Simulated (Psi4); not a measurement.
# BHSCl (SMILES S[B]Cl): U-r2SCAN/cc-pVTZ (sweep point 2)

What is the energy change on altering one bond length of BHSCl at U-r2SCAN/cc-pVTZ (sweep point 2)? 

The results are computed with Psi4 1.11.

### 1 The structure to begin with

The species is BHSCl (4 atoms), meant as a doublet with charge 0. SMILES: `S[B]Cl`. The coordinates come from a PBE0-D4/def2-TZVP relaxation.

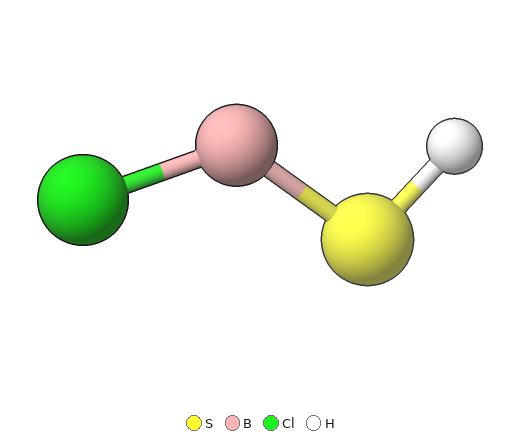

Viewed from a chosen angle; sulfur yellow, boron pink, chlorine green, hydrogen white.

### 2 The energy at U-r2SCAN/cc-pVTZ (sweep point 2)

bclhs.in

```
memory 1.6 GB

molecule mol {
  0 2
  S      1.07034088    -1.49118288     1.00420046
  B     -0.56616195     0.89894272    -0.65346729
  Cl    -3.80609739     1.16407129    -0.80747997
  H      3.40698723    -0.68578161     0.41838536
  units bohr
  symmetry c1
}

set globals {
  basis                cc-pVTZ
  reference            uks
  puream               true
  scf_type             pk
  dft_radial_points    99
  dft_spherical_points 590
  maxiter              100
}

e_tot = energy("r2scan")
```

Started as:

```sh
psi4 bclhs.in bclhs.out -n 1
```

bclhs.out:

```text
[...]
  Running in c1 symmetry.
[...]
  Nuclear repulsion =  106.345080281420010
[...]
  Multiplicity = 2
[...]
  Nalpha       = 20
  Nbeta        = 19
[...]
    Number of basis functions: 112
[...]
   @UKS iter   1:  -883.69169442816587   -1.98467e-02   4.18179e-03 DIIS/ADIIS
[...]
   @UKS iter  10:  -883.81186428863907   -2.66883e-08   4.25367e-07 DIIS
[...]
   @S^2 Observed:                7.556400432E-01
[...]
    Orbital Energies [Eh]
    ---------------------
    Alpha Occupied:
       1A   -101.238568     2A    -88.591639     3A     -9.392884
       4A     -7.885684     5A     -7.135439     6A     -7.130914
       7A     -7.129962     8A     -6.718631     9A     -5.830887
      10A     -5.827821    11A     -5.825014    12A     -0.824260
      13A     -0.732195    14A     -0.484054    15A     -0.413791
      16A     -0.367871    17A     -0.348233    18A     -0.333114
      19A     -0.277758    20A     -0.192087
    Alpha Virtual:
      21A     -0.080565    22A     -0.010384    23A      0.054383
      24A      0.087309    25A      0.129649    26A      0.153484
[...]
  @UKS Final Energy:  -883.81186428863907
   => Energetics <=
    Nuclear Repulsion Energy =            106.3450802814200102
    One-Electron Energy =               -1430.2061294924951653
    Two-Electron Energy =                 498.3243287002156876
    DFT Exchange-Correlation Energy =     -58.2751437777796255
    Empirical Dispersion Energy =           0.0000000000000000
    VV10 Nonlocal Energy =                  0.0000000000000000
    Total Energy =                       -883.8118642886390717
[...]
 Multipole Moments:
 ------------------------------------------------------------------------------------
     Multipole            Electronic (a.u.)      Nuclear  (a.u.)        Total (a.u.)
 ------------------------------------------------------------------------------------
 L = 1.  Multiply by 2.5417464519 to convert [e a0] to [Debye]
 Dipole X            :         -2.7967261            3.2177625            0.4210364
 Dipole Y            :          1.2632911           -1.3650286           -0.1017375
 Dipole Z            :         -0.8576746            0.9249063            0.0672317
 Magnitude           :                                                    0.4383403
[...]
```

Run time: 31 s. Hardware: 1 thread of Intel Xeon 6975P-C (Granite Rapids), shared host; peak memory 0.84 GiB.

### 3 The distorted shape at the same level

bclhs.inp

```
memory 1.6 GB

molecule {
  0 2
  S      3.66231002    -1.70328763     1.12741250
  B      2.02580719     0.68683797    -0.53025526
  Cl    -3.80609739     1.16407129    -0.80747997
  H      5.99895637    -0.89788636     0.54159740
  units bohr
  symmetry c1
}

set globals {
  basis                cc-pVTZ
  reference            uks
  puream               true
  scf_type             pk
  dft_radial_points    99
  dft_spherical_points 590
  maxiter              100
}

e, wfn = energy("r2scan", return_wfn=True)
```

Started as:

```sh
psi4 bclhs.inp bclhs.out -n 1
```

bclhs.out:

```text
[...]
  Running in c1 symmetry.
[...]
  Nuclear repulsion =   80.642346542165512
[...]
  Multiplicity = 2
[...]
  Nalpha       = 20
  Nbeta        = 19
[...]
    Number of basis functions: 112
[...]
   @UKS iter   1:  -883.55794759380024   -3.13913e-01   4.01869e-03 ADIIS/DIIS
[...]
   @UKS iter  14:  -883.67768874034653   -2.75382e-07   7.94801e-07 DIIS
[...]
   @S^2 Observed:                8.726010161E-01
[...]
    Orbital Energies [Eh]
    ---------------------
    Alpha Occupied:
       1A   -101.178327     2A    -88.647044     3A     -9.327865
       4A     -7.941491     5A     -7.078250     6A     -7.063771
       7A     -7.063711     8A     -6.793562     9A     -5.886777
      10A     -5.883523    11A     -5.880937    12A     -0.791140
      13A     -0.717504    14A     -0.509026    15A     -0.428547
      16A     -0.339138    17A     -0.306861    18A     -0.270822
      19A     -0.249973    20A     -0.249734
    Alpha Virtual:
      21A     -0.145639    22A     -0.133288    23A     -0.039593
      24A      0.039267    25A      0.126157    26A      0.157753
[...]
  @UKS Final Energy:  -883.67768874034653
   => Energetics <=
    Nuclear Repulsion Energy =             80.6423465421655123
    One-Electron Energy =               -1378.9190521864179573
    Two-Electron Energy =                 472.6980244030522726
    DFT Exchange-Correlation Energy =     -58.0990074991464098
    Empirical Dispersion Energy =           0.0000000000000000
    VV10 Nonlocal Energy =                  0.0000000000000000
    Total Energy =                       -883.6776887403465253
[...]
 Multipole Moments:
 ------------------------------------------------------------------------------------
     Multipole            Electronic (a.u.)      Nuclear  (a.u.)        Total (a.u.)
 ------------------------------------------------------------------------------------
 L = 1.  Multiply by 2.5417464519 to convert [e a0] to [Debye]
 Dipole X            :         -1.3591118            3.9234918            2.5643799
 Dipole Y            :          0.7874286           -1.4227795           -0.6353510
 Dipole Z            :         -0.5384437            0.9584539            0.4200102
 Magnitude           :                                                    2.6750933
[...]
```

Wall time 36 s (1 thread of Intel Xeon 6975P-C (Granite Rapids), shared host); peak memory 0.82 GiB.

### 4 Results

Level: U-r2SCAN/cc-pVTZ (sweep point 2).

| quantity | value |
| --- | --- |
| first shape: total energy | -883.81186 Eh |
| first shape: dipole moment | 1.11 D |
| first shape: HOMO energy (highest over α and β) | -5.23 eV |
| first shape: LUMO energy (lowest over α and β) | -2.19 eV |
| first shape: ⟨S²⟩ | 0.756 |
| distorted shape: total energy | -883.67769 Eh |
| distorted shape: dipole moment | 6.80 D |
| distorted shape: HOMO energy (highest over α and β) | -6.54 eV |
| distorted shape: LUMO energy (lowest over α and β) | -5.31 eV |
| distorted shape: ⟨S²⟩ | 0.873 |
| energy change with the B2–Cl3 bond stretched from 1.722 to 3.100 Å | 3.651 eV |

In words: With the B2–Cl3 bond stretched from 1.722 to 3.100 Å the energy rises by 3.65 eV (352 kJ/mol). The first shape isn't relaxed at this level, so the change isn't measured from a minimum. ⟨S²⟩ (distorted shape) is 0.87 where a pure doublet has 0.75: the reference is spin-contaminated.
